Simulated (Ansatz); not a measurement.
# CH2FO (SMILES [O]CF): FCI/STO-3G

Aim: the vertical electron affinity of CH2FO at FCI/STO-3G, from 2 runs. 

Program for the calculation: Ansatz 0.2.0.

56 further runs of the same task are left out: 56 set aside as unsound or not needed.

## (1) Starting point

The species is CH2FO (5 atoms), meant as a doublet with charge 0. SMILES: `[O]CF`. The shape is that of a PBE0-D4/def2-TZVP optimisation.

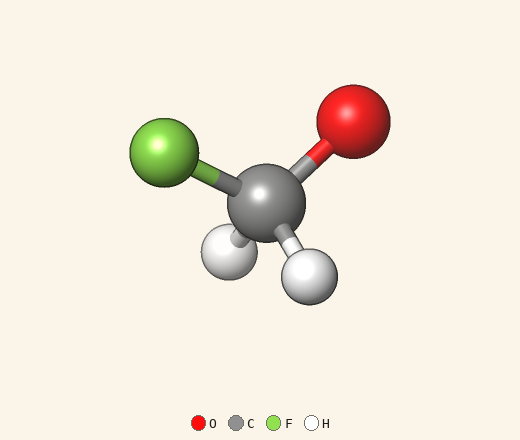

The structure, seen from a chosen angle (oxygen red, carbon grey, fluorine green, hydrogen white).

## (2) The energy at FCI/STO-3G

Input file molecule.yaml:

```yaml
basis:
  gaussian:
    orbitals: STO-3G
crystal:
  periodic: [false, false, false]
  atoms:
    - {symbol: O, position_ang: [-1.122700, 0.202700, 0.610000]}
    - {symbol: C, position_ang: [-0.009600, -0.012300, -0.033000]}
    - {symbol: F, position_ang: [1.105500, -0.174700, 0.757200]}
    - {symbol: H, position_ang: [-0.112900, -0.924800, -0.655200]}
    - {symbol: H, position_ang: [0.189500, 0.835500, -0.720300]}
magnetization:
  spin_polarized: true
  initial_magnetization: 1
accuracy: high
correlation:
  method: fci
  frozen_orbitals: {C: 1, F: 1, H: 0, O: 1}
```

Launch:

```
ansatz run molecule.yaml --threads 1 --pin off --max-ram 2610MiB --events-out events.jsonl --progress --plain --runs-dir runs
```

Standard output:

```text
Warning: RAYON_NUM_THREADS=1 ignored (pool sized by the plan → 1); use --threads N
Functional definition: HF
  name "HF"
  exchange = exact_x
  correlation = 0
298 factors; integrals over basis functions are off by at most 3.5e-8 eV
mean field evaluation 1: about -5719.6477 eV, gradient 2.4e1 eV
mean field evaluation 2: about -5719.7850 eV, gradient 2.4e1 eV
mean field evaluation 4: about -5725.1111 eV, gradient 3.2e0 eV
mean field evaluation 8: about -5725.2966 eV, gradient 3.7e-4 eV
mean field evaluation 16: about -5725.0444 eV, gradient 1.2e0 eV
mean field -5725.29009927 eV, -210.4005304070 hartree, gradient 2.6e-8 eV, S^2 0.755310; 4 other end points of the search recorded, 0 dependent functions left out
mean field evaluation 32: about -5725.0753 eV, gradient 3.9e-1 eV
3 core orbitals not correlated: weight in the atoms' cores, before any rotation towards them, 1.000 or more for the frozen orbitals, at most 0.000 for the correlated occupied ones
reference -5725.24322827 eV, -210.3988079298 hartree; 10, 9 occupied and 4, 5 virtual orbitals, 298 factors
state -5728.26644376 eV, -210.5099090497 hartree
Total energy: -5728.26644376 eV, -210.5099090497 hartree
```

It took 17 s on 1 thread of Arm Neoverse V2, shared host; peak memory 0.28 GiB.

## (3) The singlet anion at the same level

Input file job.yaml:

```yaml
crystal:
  periodic: [false, false, false]
  atoms:
    - {symbol: O, position_ang: [-1.122700, 0.202700, 0.610000]}
    - {symbol: C, position_ang: [-0.009600, -0.012300, -0.033000]}
    - {symbol: F, position_ang: [1.105500, -0.174700, 0.757200]}
    - {symbol: H, position_ang: [-0.112900, -0.924800, -0.655200]}
    - {symbol: H, position_ang: [0.189500, 0.835500, -0.720300]}
basis:
  gaussian:
    orbitals: STO-3G
accuracy: high
correlation:
  method: fci
  frozen_orbitals: {C: 1, F: 1, H: 0, O: 1}
total_charge: -1
```

Launch:

```
ansatz run job.yaml --threads 1 --pin off --max-ram 2610MiB --events-out events.jsonl --progress --plain --runs-dir runs
```

Standard output:

```text
Warning: RAYON_NUM_THREADS=1 ignored (pool sized by the plan → 1); use --threads N
[... 4 set-up lines as earlier in the session ...]
298 factors; integrals over basis functions are off by at most 3.5e-8 eV
mean field evaluation 1: about -5715.0418 eV, gradient 3.6e1 eV
mean field evaluation 2: about -5715.1992 eV, gradient 3.6e1 eV
mean field evaluation 4: about -5719.2586 eV, gradient 2.2e0 eV
mean field evaluation 8: about -5719.2826 eV, gradient 1.6e-4 eV
mean field -5719.28255867 eV, -210.1797573622 hartree, gradient 2.5e-8 eV, S^2 0.000000; 0 other end points of the search recorded, 0 dependent functions left out
3 core orbitals not correlated: weight in the atoms' cores, before any rotation towards them, 1.000 or more for the frozen orbitals, at most 0.000 for the correlated occupied ones
reference -5719.28255867 eV, -210.1797573622 hartree; 10, 10 occupied and 4, 4 virtual orbitals, 298 factors
state -5722.53669476 eV, -210.2993446579 hartree
Total energy: -5722.53669476 eV, -210.2993446579 hartree
```

Wall time 2.5 s (1 thread of Arm Neoverse V2, shared host); peak memory 0.14 GiB.

## (4) Results

Level: FCI/STO-3G, 3 core orbitals frozen.

```
                                                  quantity          value
                               doublet CH2FO: total energy  -210.50991 Eh
doublet CH2FO: correlation energy (3 core orbitals frozen)     -111.1 mEh
                               singlet anion: total energy  -210.29934 Eh
singlet anion: correlation energy (3 core orbitals frozen)     -119.6 mEh
         vertical electron affinity (to the singlet anion)      -5.730 eV
```

What this shows: The anion lies 5.73 eV (553 kJ/mol) above the neutral: the electron isn't bound at this level, and such a value depends on the basis. Without diffuse functions anions come out too high. In a minimal basis such a difference can be off by several eV, whatever the method.
